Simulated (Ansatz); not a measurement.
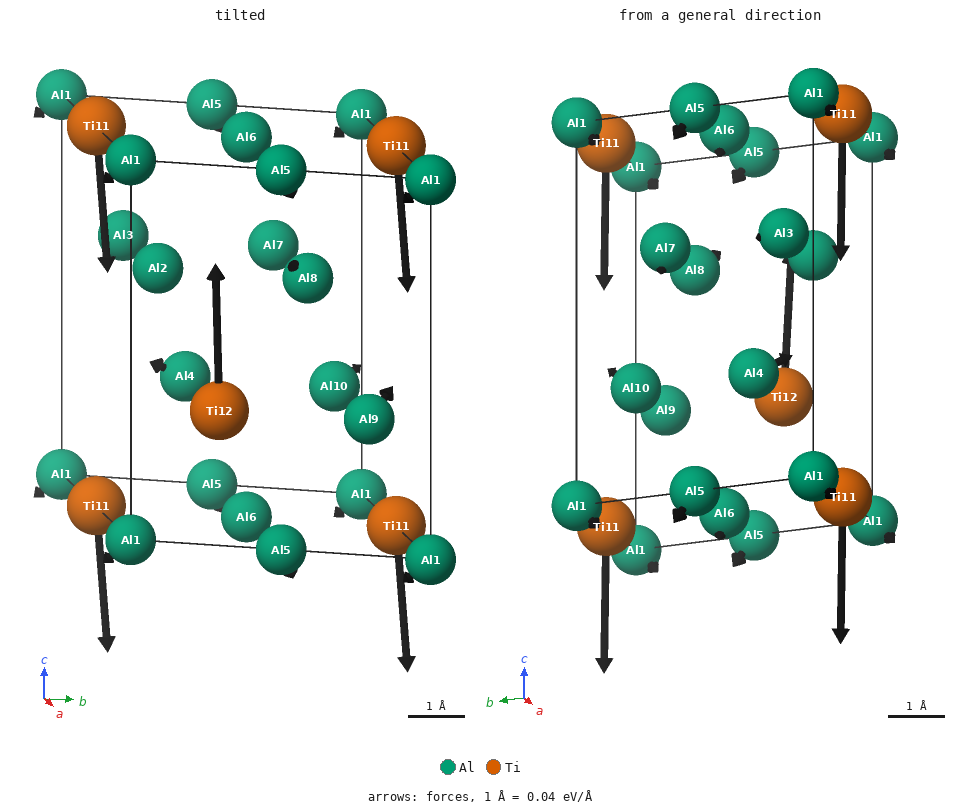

The figure gives a spheres-only picture of the atoms, viewed slightly off an axis and from a general direction. Thin lines show the cell (the run's own, in a reduced setting), with boundary atoms drawn in all their periodic places. The arrows are the computed forces on the atoms.

System: TiAl5. The numbers come from Ansatz, DFT PBE, scalar-relativistic, plane waves, PAW, using a basis cut at 420 eV, k-points about 0.18 Å⁻¹ apart, Gaussian smearing of 0.1 eV, no spin polarisation.

Are the forces small enough to call this converged?

Answer. No. The atoms still feel forces of up to about 0.091 eV/Å, above a usual threshold of 0.01 to 0.03 eV/Å.

The cell started as a structure type filled with these elements by a generator (whether the compound takes this form wasn't checked). Earlier steps of the study, as a rule a relaxation of our own, may have changed the cell and positions, so they can lie some per cent off the listed ones. It went into a calculation with Ansatz.
